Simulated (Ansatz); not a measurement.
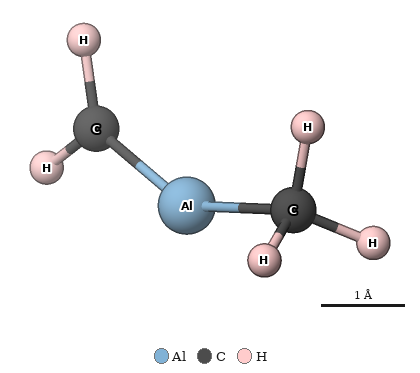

Fig. 1: The input geometry (ball-and-stick view, seen at a tilt). Sticks mark near contacts.

C$_{2}$H$_{5}$Al: geometry relaxation

- system: C$_{2}$H$_{5}$Al
- method: RKS PBE0-D4/def2-TZVP (Ansatz 0.2.0)

## The program's output
```
Functional definition: PBE0
  name "PBE0"
  cite "Adamo & Barone, J. Chem. Phys. 110, 6158 (1999) doi:10.1063/1.478522"
  cite "Perdew, Burke & Ernzerhof, Phys. Rev. Lett. 77, 3865 (1996) doi:10.1103/PhysRevLett.77.3865"
  parent pbe
  parameter a = 0.25
  parameter kappa = 0.804
  parameter beta = 0.06672455060314922
  exchange = (1 - a)*pbe_x(kappa = kappa, mu = beta*pi^2/3) + a*exact_x
  correlation = pbe_c(beta = beta)
859 factors; their error is unknown
mean field evaluation 1: about -8729.4293 eV, gradient 7.9e1 eV
mean field evaluation 2: about -8696.6148 eV, gradient 1.1e2 eV
mean field evaluation 4: about -8744.8329 eV, gradient 1.3e1 eV
mean field evaluation 8: about -8745.2145 eV, gradient 2.6e-1 eV
mean field evaluation 16: about -8745.2208 eV, gradient 9.0e-5 eV
mean field -8745.22078313 eV, -321.3809360565 hartree, gradient 8.5e-6 eV, S^2 0.000000; 0 other end points of the search recorded, 0 dependent functions left out
the calculation of the forces begins
reference -8745.22081293 eV, -321.3809371517 hartree; 15, 15 occupied and 114, 114 virtual orbitals, 859 factors
relax step   1: F+E_penalty+E_count = -8745.32004388 eV  Δ(F+E_penalty+E_count) = +0.000e0 eV  max|allowed force component| = 1.240e0 eV/Å  Δτ_max = 0.0000 Å  (29 SCF iters, accepted)
these checks for a lower state are left out or cut short: starts, cluster_reference, orbital_swaps, neighbouring_geometries, increment
859 factors; their error is unknown
mean field -8745.39604481 eV, -321.3873768046 hartree, gradient 8.6e-6 eV, S^2 0.000000; 0 other end points of the search recorded, 0 dependent functions left out
[... from here on the field's lines of each further geometry are left out, up to the last ...]
relax step   2: F+E_penalty+E_count = -8745.49444437 eV  Δ(F+E_penalty+E_count) = -1.744e-1 eV  max|allowed force component| = 5.426e-1 eV/Å  Δτ_max = 0.1938 Å  (31 SCF iters, accepted)
relax step   3: F+E_penalty+E_count = -8745.50897825 eV  Δ(F+E_penalty+E_count) = -1.453e-2 eV  max|allowed force component| = 1.375e0 eV/Å  Δτ_max = 0.2000 Å  (31 SCF iters, accepted)
relax step   4: F+E_penalty+E_count = -8745.50058192 eV  Δ(F+E_penalty+E_count) = +8.396e-3 eV  max|allowed force component| = 6.983e-1 eV/Å  Δτ_max = 0.1424 Å  (31 SCF iters, rejected (line search))
relax step   5: F+E_penalty+E_count = -8745.52666484 eV  Δ(F+E_penalty+E_count) = -1.769e-2 eV  max|allowed force component| = 1.087e0 eV/Å  Δτ_max = 0.0712 Å  (32 SCF iters, accepted)
relax step   6: F+E_penalty+E_count = -8745.55923785 eV  Δ(F+E_penalty+E_count) = -3.257e-2 eV  max|allowed force component| = 1.510e-1 eV/Å  Δτ_max = 0.0504 Å  (31 SCF iters, accepted)
relax step   7: F+E_penalty+E_count = -8745.55933587 eV  Δ(F+E_penalty+E_count) = -9.802e-5 eV  max|allowed force component| = 6.551e-2 eV/Å  Δτ_max = 0.0317 Å  (31 SCF iters, accepted)
relax step   8: F+E_penalty+E_count = -8745.56027205 eV  Δ(F+E_penalty+E_count) = -9.362e-4 eV  max|allowed force component| = 8.879e-2 eV/Å  Δτ_max = 0.0762 Å  (30 SCF iters, accepted)
relax step   9: F+E_penalty+E_count = -8745.56155638 eV  Δ(F+E_penalty+E_count) = -1.284e-3 eV  max|allowed force component| = 2.446e-2 eV/Å  Δτ_max = 0.0224 Å  (32 SCF iters, accepted)
relax step  10: F+E_penalty+E_count = -8745.56170436 eV  Δ(F+E_penalty+E_count) = -1.480e-4 eV  max|allowed force component| = 1.384e-2 eV/Å  Δτ_max = 0.0177 Å  (31 SCF iters, accepted)
relax step  11: F+E_penalty+E_count = -8745.56178414 eV  Δ(F+E_penalty+E_count) = -7.978e-5 eV  max|allowed force component| = 2.145e-2 eV/Å  Δτ_max = 0.0221 Å  (30 SCF iters, accepted)
relax step  12: F+E_penalty+E_count = -8745.56185137 eV  Δ(F+E_penalty+E_count) = -6.722e-5 eV  max|allowed force component| = 3.878e-2 eV/Å  Δτ_max = 0.0208 Å  (31 SCF iters, accepted)
relax step  13: F+E_penalty+E_count = -8745.56193525 eV  Δ(F+E_penalty+E_count) = -8.388e-5 eV  max|allowed force component| = 4.826e-2 eV/Å  Δτ_max = 0.0260 Å  (31 SCF iters, accepted)
relax step  14: F+E_penalty+E_count = -8745.56187704 eV  Δ(F+E_penalty+E_count) = +5.821e-5 eV  max|allowed force component| = 7.948e-2 eV/Å  Δτ_max = 0.0411 Å  (32 SCF iters, rejected (line search))
relax step  15: F+E_penalty+E_count = -8745.56207329 eV  Δ(F+E_penalty+E_count) = -1.380e-4 eV  max|allowed force component| = 2.452e-2 eV/Å  Δτ_max = 0.0201 Å  (31 SCF iters, accepted)
relax step  16: F+E_penalty+E_count = -8745.56224570 eV  Δ(F+E_penalty+E_count) = -1.724e-4 eV  max|allowed force component| = 3.903e-2 eV/Å  Δτ_max = 0.0521 Å  (30 SCF iters, accepted)
relax step  17: F+E_penalty+E_count = -8745.56229593 eV  Δ(F+E_penalty+E_count) = -5.022e-5 eV  max|allowed force component| = 4.352e-2 eV/Å  Δτ_max = 0.0254 Å  (30 SCF iters, accepted)
relax step  18: F+E_penalty+E_count = -8745.56236871 eV  Δ(F+E_penalty+E_count) = -7.278e-5 eV  max|allowed force component| = 2.330e-2 eV/Å  Δτ_max = 0.0106 Å  (32 SCF iters, accepted)
relax step  19: F+E_penalty+E_count = -8745.56244960 eV  Δ(F+E_penalty+E_count) = -8.089e-5 eV  max|allowed force component| = 8.722e-3 eV/Å  Δτ_max = 0.0233 Å  (31 SCF iters, accepted)
relax step  20: F+E_penalty+E_count = -8745.56247452 eV  Δ(F+E_penalty+E_count) = -2.491e-5 eV  max|allowed force component| = 2.249e-2 eV/Å  Δτ_max = 0.0329 Å  (31 SCF iters, accepted)
relax step  21: F+E_penalty+E_count = -8745.56247855 eV  Δ(F+E_penalty+E_count) = -4.037e-6 eV  max|allowed force component| = 3.212e-2 eV/Å  Δτ_max = 0.0278 Å  (31 SCF iters, accepted)
relax step  22: F+E_penalty+E_count = -8745.56253308 eV  Δ(F+E_penalty+E_count) = -5.453e-5 eV  max|allowed force component| = 7.930e-3 eV/Å  Δτ_max = 0.0036 Å  (33 SCF iters, accepted)
relax step  23: F+E_penalty+E_count = -8745.56253958 eV  Δ(F+E_penalty+E_count) = -6.494e-6 eV  max|allowed force component| = 1.903e-3 eV/Å  Δτ_max = 0.0039 Å  (33 SCF iters, accepted)
the calculation of the forces begins
reference -8745.46418992 eV, -321.3898810909 hartree; 15, 15 occupied and 114, 114 virtual orbitals, 859 factors
relax step  24: F+E_penalty+E_count = -8745.56254251 eV  Δ(F+E_penalty+E_count) = -2.934e-6 eV  max|allowed force component| = 2.405e-3 eV/Å  Δτ_max = 0.0062 Å  (32 SCF iters, accepted)
859 factors; their error is unknown
mean field evaluation 192: about -8745.4641 eV, gradient 8.8e-2 eV
```

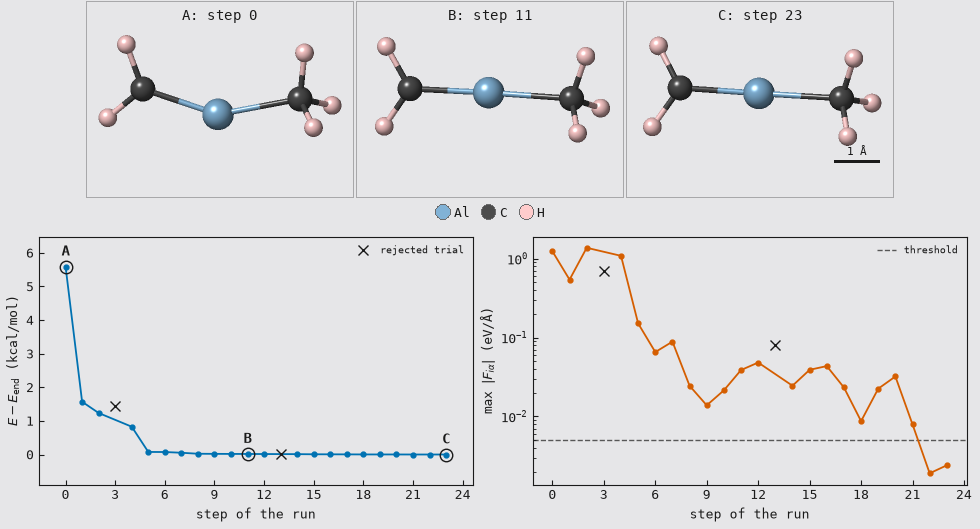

Fig. 2: Frames of the relaxation (ball-and-stick view, seen at a tilt) above the curves, on which the letters mark them (the first geometry is step 0 here and step 1 in the log).

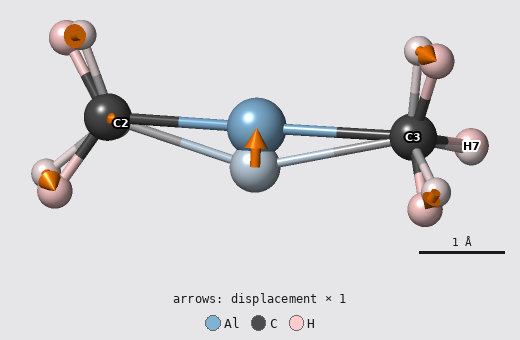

Fig. 3: Start (faint) and end (solid) with the displacements as orange arrows, at true length (ball-and-stick view, seen at a tilt). The two geometries are laid on each other by the best rigid fit. After 23 geometry steps the energy has fallen by 5.59 kcal/mol. Largest force component: 1.2 eV/Å at the start, 0.0024 eV/Å at the end. The line search rejected the trial steps at points 3, 13 (counted from 0) and went back. The atom that moves furthest after the best rigid fit is Al1 (0.47 Å). By element the largest moves are Al 0.47 Å, H 0.44 Å, C 0.09 Å. Among the contacts that change: Al1–C3 1.959 → 1.942 Å, Al1–C2 1.800 → 1.785 Å. Among the angles that change: C2–Al1–C3 150.1° → 169.9°, Al1–C2–H4 125.5° → 122.0°, H4–C2–H5 111.8° → 114.1°. (Atoms are counted from 1 in the order of the input.)

```
mean field -8745.46415962 eV, -321.3898799774 hartree, gradient 2.7e-5 eV, S^2 0.000000; 1 other end points of the search recorded, 0 dependent functions left out
the calculation of the forces begins
reference -8745.46418992 eV, -321.3898810909 hartree; 15, 15 occupied and 114, 114 virtual orbitals, 859 factors
Total energy: -8745.56257281 eV, -321.3934965956 hartree
Atom 0 at    -0.759122     0.504339    -0.115542 Å, force    -0.000073     0.000206    -0.000620 eV/Å
Atom 1 at    -2.014712    -0.754255    -0.272443 Å, force    -0.001983     0.001525    -0.000978 eV/Å
Atom 2 at     0.497034     1.900228     0.378839 Å, force    -0.000307     0.000366     0.000781 eV/Å
Atom 3 at    -2.988814    -0.544970    -0.705985 Å, force     0.002405    -0.000863     0.001149 eV/Å
Atom 4 at    -1.781811    -1.812645    -0.195040 Å, force    -0.000422    -0.000756     0.000079 eV/Å
Atom 5 at     1.117753     1.567922     1.215630 Å, force     0.000083     0.000356    -0.000403 eV/Å
Atom 6 at     1.153213     2.179803    -0.446900 Å, force     0.000050    -0.000045     0.000222 eV/Å
Atom 7 at    -0.043552     2.792544     0.706854 Å, force     0.000247    -0.000789    -0.000229 eV/Å
Dipole moment:     0.486322     0.490806     0.069032 e Å
```

## Trajectory as extended XYZ (Å, eV, eV/Å), 13 of the 24 frames kept, from step=1 to step=24
```
8
Properties=species:S:1:pos:R:3:forces:R:3 step=1 energy=-8745.32004
Al   -0.4305    0.1787   -0.0130   -1.2396   0.8139   0.0200
C    -1.9457   -0.7384   -0.3354    0.6226  -0.7567  -0.0731
C     0.4803    1.8652    0.3897    0.7339  -0.2810   0.0264
H    -2.9463   -0.3154   -0.3618    0.1426   0.3207   0.0719
H    -1.9542   -1.8111   -0.5324    0.0343   0.1264   0.0272
H     1.0187    1.8301    1.3420   -0.0193  -0.0008  -0.0492
H     1.2026    2.1435   -0.3841   -0.0288  -0.0164   0.0406
H    -0.2448    2.6804    0.4605   -0.2457  -0.2061  -0.0639
8
Properties=species:S:1:pos:R:3:forces:R:3 step=3 energy=-8745.50898
Al   -0.7090    0.4562   -0.0007   -0.7195  -0.8635  -0.2006
C    -1.9627   -0.7640   -0.3603   -0.0024  -0.0544   0.0411
C     0.4947    1.8445    0.3872    0.6074   1.3753   0.2931
H    -3.0125   -0.4754   -0.3881    0.0587   0.0095  -0.0184
H    -1.7999   -1.8310   -0.5072    0.0613   0.1773   0.0066
H     1.0320    1.7517    1.3354    0.0027  -0.1968  -0.0660
H     1.2231    2.0711   -0.3964    0.0067  -0.1954  -0.0078
H    -0.0856    2.7798    0.4955   -0.0150  -0.2521  -0.0481
8
Properties=species:S:1:pos:R:3:forces:R:3 step=5 energy=-8745.52666
Al   -0.7700    0.4560   -0.0222    0.9448   1.0872   0.3148
C    -1.9669   -0.7596   -0.3371   -0.8524  -0.8012  -0.1955
C     0.4837    1.8859    0.3951    0.1636   0.0725   0.0109
H    -3.0196   -0.5039   -0.4122   -0.0427  -0.0558  -0.0261
H    -1.7436   -1.8064   -0.4927   -0.0319  -0.1301  -0.0377
H     1.0319    1.6995    1.3269   -0.0964  -0.0170  -0.1330
H     1.2149    2.0243   -0.4105   -0.0929  -0.0181   0.1005
H    -0.0504    2.8374    0.5182    0.0079  -0.1377  -0.0339
8
Properties=species:S:1:pos:R:3:forces:R:3 step=7 energy=-8745.55934
Al   -0.7794    0.4975   -0.0276    0.0235   0.0367   0.0600
C    -1.9882   -0.7679   -0.3576    0.0015   0.0080   0.0655
C     0.5010    1.9007    0.3958   -0.0430  -0.0521  -0.0518
H    -3.0501   -0.5491   -0.4154   -0.0093   0.0104  -0.0356
H    -1.7379   -1.8170   -0.4760    0.0198  -0.0047  -0.0353
H     1.0346    1.6857    1.3239   -0.0026  -0.0077  -0.0019
H     1.2295    2.0344   -0.4062    0.0098   0.0130   0.0032
H    -0.0294    2.8486    0.5283    0.0002  -0.0036  -0.0042
8
Properties=species:S:1:pos:R:3:forces:R:3 step=9 energy=-8745.56156
Al   -0.7786    0.5139   -0.0886    0.0245   0.0184  -0.0008
C    -1.9977   -0.7719   -0.2845    0.0012   0.0008   0.0020
C     0.4997    1.8969    0.3870    0.0059  -0.0024  -0.0078
H    -3.0491   -0.5518   -0.4424   -0.0151   0.0030  -0.0036
H    -1.7258   -1.8070   -0.4673    0.0032  -0.0145  -0.0004
H     1.0191    1.6527    1.3163   -0.0013  -0.0006   0.0053
H     1.2430    2.0589   -0.3963   -0.0127  -0.0136  -0.0033
H    -0.0307    2.8413    0.5412   -0.0056   0.0089   0.0085
8
Properties=species:S:1:pos:R:3:forces:R:3 step=11 energy=-8745.56178
Al   -0.7768    0.5157   -0.0947   -0.0029  -0.0021   0.0032
C    -1.9995   -0.7695   -0.2801   -0.0194  -0.0138  -0.0074
C     0.4990    1.8981    0.3866   -0.0103   0.0019   0.0142
H    -3.0444   -0.5487   -0.4818    0.0215  -0.0015   0.0032
H    -1.7282   -1.8114   -0.4288   -0.0020   0.0165   0.0044
H     1.0329    1.6392    1.3042    0.0006  -0.0020  -0.0109
H     1.2277    2.0709   -0.4072    0.0101   0.0084  -0.0005
H    -0.0308    2.8386    0.5672    0.0025  -0.0074  -0.0061
8
Properties=species:S:1:pos:R:3:forces:R:3 step=13 energy=-8745.56193
Al   -0.7733    0.5126   -0.0959   -0.0043  -0.0037  -0.0022
C    -2.0023   -0.7673   -0.2781   -0.0318  -0.0265  -0.0171
C     0.4990    1.8982    0.3853   -0.0014   0.0143   0.0072
H    -3.0373   -0.5425   -0.5266    0.0483  -0.0140   0.0119
H    -1.7354   -1.8163   -0.3843   -0.0150   0.0428   0.0067
H     1.0510    1.6256    1.2885   -0.0055   0.0050  -0.0128
H     1.2136    2.0920   -0.4169   -0.0012   0.0024   0.0087
H    -0.0355    2.8307    0.5934    0.0110  -0.0203  -0.0024
8
Properties=species:S:1:pos:R:3:forces:R:3 step=14 energy=-8745.56188 accepted=F
Al   -0.7697    0.5110   -0.1014   -0.0083  -0.0140   0.0064
C    -2.0026   -0.7648   -0.2860   -0.0263  -0.0468   0.0036
C     0.4995    1.8980    0.3835    0.0029   0.0310   0.0018
H    -3.0321   -0.5389   -0.5554    0.0584  -0.0231   0.0037
H    -1.7434   -1.8204   -0.3442   -0.0262   0.0795  -0.0065
H     1.0631    1.6142    1.2764   -0.0104   0.0038  -0.0177
H     1.2048    2.1111   -0.4222   -0.0075  -0.0016   0.0136
H    -0.0396    2.8229    0.6146    0.0175  -0.0288  -0.0050
8
Properties=species:S:1:pos:R:3:forces:R:3 step=16 energy=-8745.56225
Al   -0.7668    0.5077   -0.1018    0.0046   0.0049  -0.0037
C    -2.0056   -0.7630   -0.2790   -0.0124  -0.0354  -0.0038
C     0.4991    1.8982    0.3817    0.0020   0.0215   0.0068
H    -3.0223   -0.5375   -0.5905    0.0203  -0.0087   0.0040
H    -1.7518   -1.8198   -0.3141   -0.0127   0.0390   0.0005
H     1.0753    1.6051    1.2634   -0.0020   0.0015  -0.0087
H     1.1940    2.1268   -0.4286   -0.0099  -0.0055   0.0101
H    -0.0420    2.8157    0.6343    0.0101  -0.0172  -0.0051
8
Properties=species:S:1:pos:R:3:forces:R:3 step=18 energy=-8745.56237
Al   -0.7662    0.5078   -0.1042    0.0087  -0.0013  -0.0017
C    -2.0081   -0.7610   -0.2775   -0.0188  -0.0140  -0.0057
C     0.4988    1.8985    0.3813   -0.0011   0.0174   0.0015
H    -3.0139   -0.5387   -0.6248    0.0218  -0.0105   0.0070
H    -1.7588   -1.8190   -0.2798   -0.0085   0.0233  -0.0008
H     1.0887    1.5946    1.2502   -0.0037   0.0002  -0.0062
H     1.1817    2.1411   -0.4348   -0.0062  -0.0048   0.0072
H    -0.0422    2.8096    0.6550    0.0078  -0.0104  -0.0013
8
Properties=species:S:1:pos:R:3:forces:R:3 step=20 energy=-8745.56248
Al   -0.7624    0.5055   -0.1089    0.0028   0.0028  -0.0057
C    -2.0128   -0.7571   -0.2724   -0.0157  -0.0105  -0.0132
C     0.4975    1.9001    0.3798    0.0012   0.0030   0.0073
H    -2.9983   -0.5416   -0.6779    0.0225  -0.0089   0.0127
H    -1.7720   -1.8161   -0.2278   -0.0086   0.0178   0.0018
H     1.1074    1.5777    1.2285   -0.0031   0.0048  -0.0069
H     1.1631    2.1642   -0.4438   -0.0048  -0.0011   0.0066
H    -0.0425    2.8003    0.6879    0.0058  -0.0078  -0.0027
8
Properties=species:S:1:pos:R:3:forces:R:3 step=22 energy=-8745.56253
Al   -0.7610    0.5056   -0.1142    0.0048  -0.0026   0.0008
C    -2.0140   -0.7552   -0.2733    0.0063  -0.0050   0.0028
C     0.4973    1.9000    0.3792   -0.0029   0.0030  -0.0015
H    -2.9918   -0.5443   -0.6969   -0.0062  -0.0013  -0.0021
H    -1.7785   -1.8138   -0.2045   -0.0024   0.0079  -0.0010
H     1.1145    1.5707    1.2197   -0.0001  -0.0012   0.0000
H     1.1565    2.1751   -0.4457    0.0001  -0.0009   0.0003
H    -0.0430    2.7948    0.7010    0.0005   0.0001   0.0007
8
Properties=species:S:1:pos:R:3:forces:R:3 step=24 energy=-8745.56254
Al   -0.7591    0.5043   -0.1155   -0.0001   0.0002  -0.0006
C    -2.0147   -0.7543   -0.2724   -0.0020   0.0015  -0.0010
C     0.4970    1.9002    0.3788   -0.0003   0.0004   0.0008
H    -2.9888   -0.5450   -0.7060    0.0024  -0.0009   0.0011
H    -1.7818   -1.8126   -0.1950   -0.0004  -0.0008   0.0001
H     1.1178    1.5679    1.2156    0.0001   0.0004  -0.0004
H     1.1532    2.1798   -0.4469    0.0001   0.0000   0.0002
H    -0.0436    2.7925    0.7069    0.0002  -0.0008  -0.0002
```

The run was set up as follows.

## Input
```yaml
crystal:
  periodic: [false, false, false]
  atoms:
    - {symbol: Al, position_ang: [-0.430536, 0.178717, -0.013015]}
    - {symbol: C, position_ang: [-1.945668, -0.738435, -0.335390]}
    - {symbol: C, position_ang: [0.480264, 1.865176, 0.389694]}
    - {symbol: H, position_ang: [-2.946290, -0.315415, -0.361755]}
    - {symbol: H, position_ang: [-1.954176, -1.811138, -0.532430]}
    - {symbol: H, position_ang: [1.018676, 1.830148, 1.342006]}
    - {symbol: H, position_ang: [1.202551, 2.143466, -0.384148]}
    - {symbol: H, position_ang: [-0.244832, 2.680448, 0.460451]}
basis:
  gaussian: {orbitals: def2-TZVP}
hamiltonian: {xc: pbe0, dispersion: d4}
relax: {f_tol: 0.005, max_steps: 200}
```

Command:
```bash
ansatz run in.yaml --threads 4 --pin off --events-out ev --progress --plain --max-ram 9574MiB
```

## Key numbers

| quantity | value |
| --- | --- |
| outcome | converged |
| total energy | −8745.5626 eV |
| mean-field energy | −8745.4642 eV |
| dispersion energy | −0.0984 eV |
| SCF solution under orbital rotations | stable |
| largest force (length of the vector) at the end | 0.003 eV/Å |
| dipole moment | 3.34 D |
| hardware | 4 threads of Intel Xeon @ 2.50GHz, 180 GiB of memory available, shared host |
| wall time | 62 s (CPU time 2.9 min) |
| peak memory | 0.48 GiB |
